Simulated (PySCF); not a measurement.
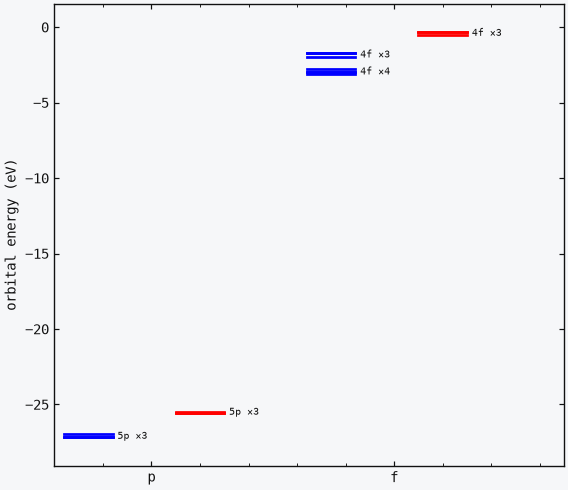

Orbital energies of the mean field, from the top down to −27.2 eV, by angular momentum, α spin at the left of each column and β at the right; ×n counts the orbitals under one label. Empty levels that the record names by l alone aren't drawn. The highest filled orbital is 4f β at −0.335 eV, the lowest empty one s α at −6.01 eV.

**Run report: Tb⁺, atomic calculation**

Tb⁺, configuration 1s2 2s2 2p6 3s2 3p6 3d10 4s2 4p6 4d10 4f10 5s2 5p6, multiplicity 5. Computed at this level: unrestricted r2SCAN, x2c-TZVPPall, spin-free X2C-1e, Gaussian nucleus (PySCF).

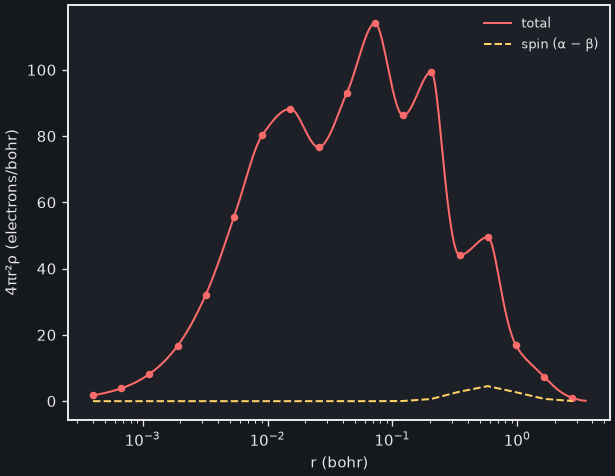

Spherically averaged radial density 4πr²ρ of the mean field and its spin part; markers are the stored points, which are sparse, and the line is a monotone interpolation between them. The largest stored value is 114 electrons/bohr at r = 0.073 bohr. Root-mean-square radii of the shells: 4s 0.576, 4p 0.612, 4d 0.675, 4f 1.12, 5s 1.44, 5p 1.74 bohr.

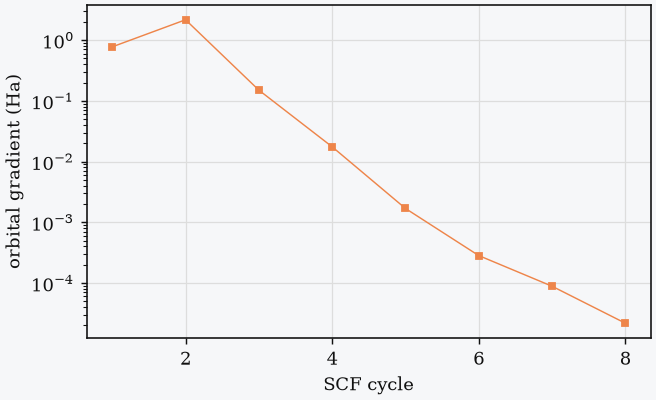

Convergence: orbital gradient against the SCF cycle. The residual comes down, with one marked jump up, by a factor of about 3, at step 2. It goes from 0.77 to 2.2×10⁻⁵ in 8 steps.

These pictures come from the run below.

**Input file**
```python
from pyscf import gto, scf, dft, mp, cc
import basis_set_exchange as bse
mol = gto.M(atom="Tb 0 0 0", charge=1, spin=4, symmetry="D2h",
            basis=gto.basis.parse(bse.get_basis("x2c-TZVPPall", elements=["Tb"], fmt="nwchem")),
            nucmod="G")
mf = dft.UKS(mol, xc="R2SCAN").sfx2c1e()
mf.irrep_nelec = {'Ag': (9, 9), 'B1g': (2, 2), 'B2g': (2, 2), 'B3g': (2, 2), 'Au': (1, 0), 'B1u': (6, 4), 'B2u': (6, 6), 'B3u': (6, 5)}
mf.kernel()
```

The script is an equivalent of what the driver set up; the driver started from orbitals of its own, so the log can be shorter than this script's would be, and it computed the properties (radii, ⟨L²⟩, response) afterwards. It held the occupations shell by shell, which the script's counts by irreducible representation don't always enforce.

**Output (extracts)**
```
damping factor = 0
level_shift factor = 0
DIIS = <class 'pyscf.scf.diis.CDIIS'>
diis_start_cycle = 1
diis_space = 10
diis_damp = 0
SCF conv_tol = 1e-09
SCF conv_tol_grad = None
number electrons alpha = 34  beta = 30
XC functionals = R2SCAN
    J. W. Furness, A. D. Kaplan, J. Ning, J. P. Perdew, and J. Sun.,  J. Phys. Chem. Lett. 11, 8208-8215 (2020)
    J. W. Furness, A. D. Kaplan, J. Ning, J. P. Perdew, and J. Sun.,  J. Phys. Chem. Lett. 11, 9248-9248 (2020)
    J. W. Furness, A. D. Kaplan, J. Ning, J. P. Perdew, and J. Sun.,  J. Phys. Chem. Lett. 11, 8208-8215 (2020)
    J. W. Furness, A. D. Kaplan, J. Ning, J. P. Perdew, and J. Sun.,  J. Phys. Chem. Lett. 11, 9248-9248 (2020)
cycle= 1 E= -11708.0715780144  delta_E= 0.0378  |g|= 0.774  |ddm|= 0.756
cycle= 2 E= -11707.6346695193  delta_E= 0.437  |g|= 2.16  |ddm|= 1.11
cycle= 3 E= -11708.1428289023  delta_E= -0.508  |g|= 0.15  |ddm|= 0.607
cycle= 4 E= -11708.1459849005  delta_E= -0.00316  |g|= 0.0175  |ddm|= 0.164
cycle= 5 E= -11708.1460412254  delta_E= -5.63e-05  |g|= 0.00169  |ddm|= 0.0367
cycle= 6 E= -11708.1460428246  delta_E= -1.6e-06  |g|= 0.000283  |ddm|= 0.00857
cycle= 7 E= -11708.1460428525  delta_E= -2.79e-08  |g|= 8.85e-05  |ddm|= 0.00211
cycle= 8 E= -11708.1460428532  delta_E= -6.48e-10  |g|= 2.18e-05  |ddm|= 0.000275
converged SCF energy = -11708.1460428532  <S^2> = 6.0064542  2S+1 = 5.002581
```

**Summary**

| quantity | value |
| --- | --- |
| outcome | converged |
| total energy | −11708.1460 hartree |
| ⟨S²⟩ | 6.006 |
| ⟨L²⟩ | 34.04 |
| SCF iterations | 8 |
| hardware | 1 CPU thread, shared host |
| CPU time | 6 s (integrals apart) |

**Notes**

The driver held the occupations shell by shell, and empty s and d levels lie below the filled 4f. Radii and densities are those of the two-component orbitals, without the picture-change correction, so the innermost s shells come out slightly too small (about 1 % for 1s near Z = 40, more for heavier atoms). This is not the ground configuration of the species. ⟨L²⟩ departs from that of the intended term, so the determinant mixes terms.
